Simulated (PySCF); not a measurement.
**Si3H8 (trisilane): M06-L/6-31G(d) (spherical functions)**

What is the energy change on altering one bond length of Si3H8 (trisilane) at M06-L/6-31G* (spherical functions)? Input form: a Python script.

The results are computed with PySCF 2.14.0.

1 further run of the same task is left out (set aside as unsound or not needed).

## 1. The system as given

Si3H8 has 11 atoms, charge 0, and is taken as a singlet. SMILES: `[SiH3][SiH2][SiH3]`. The coordinates come from a PBE0-D4/def2-TZVP relaxation.

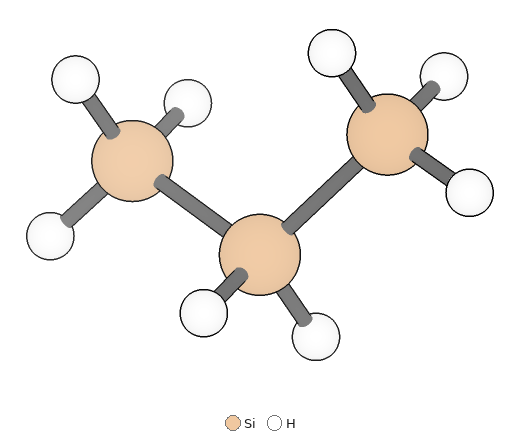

Viewed from a chosen angle; silicon light orange, hydrogen white.

## 2. A single-point energy at M06-L/6-31G(d) (spherical functions)

File run.py:

```python
# [SiH3][SiH2][SiH3]
from pyscf import gto, dft

mol = gto.M(
    atom=[
    ('Si', (-1.292570, 1.366730, -0.525270)),
    ('Si', (-0.462570, -0.807300, -0.296320)),
    ('Si', (1.631930, -0.774400, 0.742750)),
    ('H', (-2.625850, 1.367720, -1.185120)),
    ('H', (-0.354030, 2.180440, -1.344070)),
    ('H', (-1.422540, 2.000090, 0.814640)),
    ('H', (-0.343400, -1.440160, -1.640160)),
    ('H', (-1.410380, -1.620800, 0.516390)),
    ('H', (1.515950, -0.154940, 2.090430)),
    ('H', (2.583820, 0.031780, -0.068050)),
    ('H', (2.179610, -2.149160, 0.894770)),
],
    basis='6-31g*',
    max_memory=1860,
    verbose=4,
)

myscf = dft.RKS(mol, xc='m06-l')
myscf.grids.level = 5
myscf.conv_tol = 1e-10
myscf.kernel()
if not myscf.converged:
    myscf = myscf.newton().run(myscf.mo_coeff, myscf.mo_occ)

energy = myscf.e_tot
print('Final energy', energy)
```

Launch:

```
OMP_NUM_THREADS=1 python run.py
```

The log of the run:

```text
PySCF version 2.14.0

[... 77 lines left out ...]
converged SCF energy = -873.214177724024
Final energy -873.2141777240238
```

It took 30 s on 1 thread of Arm Neoverse V1, shared host; peak memory 0.4 GiB.

## 3. The distorted shape, same level

File geometry.xyz:

```xyz
11

Si    -1.417083     1.692868    -0.559616
Si    -0.462570    -0.807300    -0.296320
Si     1.631930    -0.774400     0.742750
H     -2.750363     1.693858    -1.219466
H     -0.478543     2.506578    -1.378416
H     -1.547053     2.326228     0.780294
H     -0.343400    -1.440160    -1.640160
H     -1.410380    -1.620800     0.516390
H      1.515950    -0.154940     2.090430
H      2.583820     0.031780    -0.068050
H      2.179610    -2.149160     0.894770
```

File job.py:

```python
from pyscf import gto, dft

mol = gto.M(
    atom='geometry.xyz',
    basis='6-31g*',
    verbose=4,
    max_memory=1860,
)

mf = dft.RKS(mol, xc='m06-l')
mf.conv_tol = 1e-10
mf.grids.level = 5
mf.kernel()
if not mf.converged:
    mf = mf.newton().run(mf.mo_coeff, mf.mo_occ)

etot = mf.e_tot
print('Final energy', etot)
```

Launch:

```
OMP_NUM_THREADS=1 python job.py
```

The log of the run:

```text
PySCF version 2.14.0

[... 77 lines left out ...]
converged SCF energy = -873.197008542033
Final energy -873.1970085420327
```

It took 30 s on 1 thread of Arm Neoverse V1, shared host; peak memory 0.4 GiB.

## 4. What came out

At M06-L/6-31G* (spherical functions):

| quantity | value |
| --- | --- |
| first shape: total energy | -873.21418 Eh |
| first shape: dipole moment | 0.07 D |
| first shape: HOMO energy | -7.10 eV |
| first shape: LUMO energy | -0.28 eV |
| first shape: HOMO–LUMO gap | 6.82 eV |
| distorted shape: total energy | -873.19701 Eh |
| distorted shape: dipole moment | 0.05 D |
| distorted shape: HOMO energy | -6.77 eV |
| distorted shape: LUMO energy | -1.01 eV |
| distorted shape: HOMO–LUMO gap | 5.76 eV |
| energy change with the Si1–Si2 bond stretched from 2.338 to 2.689 Å | 0.467 eV |

With the Si1–Si2 bond stretched from 2.338 to 2.689 Å the energy rises by 0.47 eV (10.8 kcal/mol). The first shape isn't relaxed at this level, so the change isn't measured from a minimum.
